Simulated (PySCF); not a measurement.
```xyz
2

Si    0.0000    0.0000   -0.5169
C     0.0000    0.0000    1.2051
```

All numbers below come from PBE0/aug-pcseg-1, non-relativistic, at a bond length of 1.722 Å (PySCF).

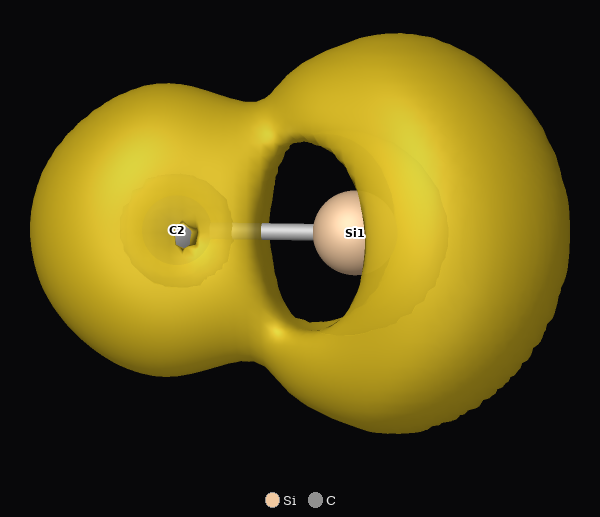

SiC (triplet). Isosurface of the electron localisation function at 0.75 (yellow), seen from one side. Only the valence region is drawn (cores and ρ < 0.01 e/Å³ removed).

**Identify the bonds, lone pairs and shells in this picture.**

The surface consists of one joined region spread over several atoms (C, Si), in which their bonds and any lone pairs are merged.

Values along the shortest contacts:
C–Si (1.72 Å): the ELF peaks at about 0.85 between the atoms (localised, covalent bonding).
